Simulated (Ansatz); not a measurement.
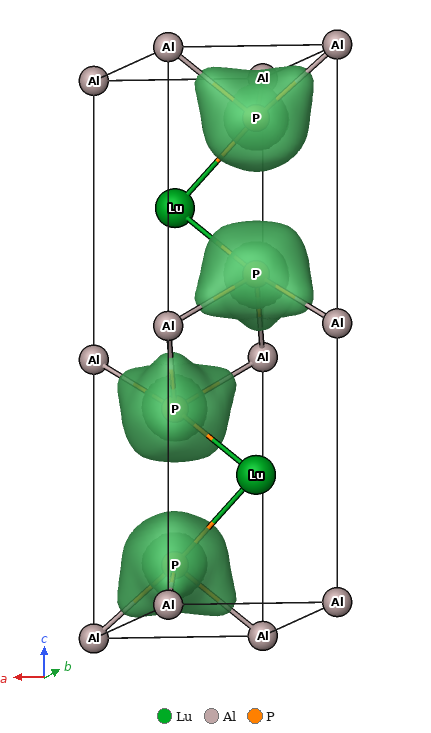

Figure 1: LuAlP2. Isosurface of the electron localisation function at 0.75 (green), seen at an oblique angle. Core shells and regions of very low density are left out. Sticks mark near contacts.

Space group P6₃/mmc; a structure from a database of computed crystals, not necessarily the ambient phase; started from the KCrO2-194 prototype, which need not be the ambient phase.

These are results of DFT, r2SCAN+rVV10, plane waves, PAW in Ansatz, not measurements.

In a PAW calculation such maps are meaningful between the atoms, not at the nuclei.

Where are the electrons localised?

At this value the surface marks out four regions on P in which the atom's valence shell and bonds are merged, counted in one cell of 8 atoms. Regions shared between cells count once. Profiles from the grid: Al–P (2.53 Å): the ELF peaks at about 0.90 in the valence shell of P, 1.0 Å from its nucleus, and is about 0.85 at the midpoint. Lu–P (2.75 Å): the ELF peaks at about 0.85 in the valence shell of P, 0.9 Å from its nucleus, and is about 0.35 at the midpoint.
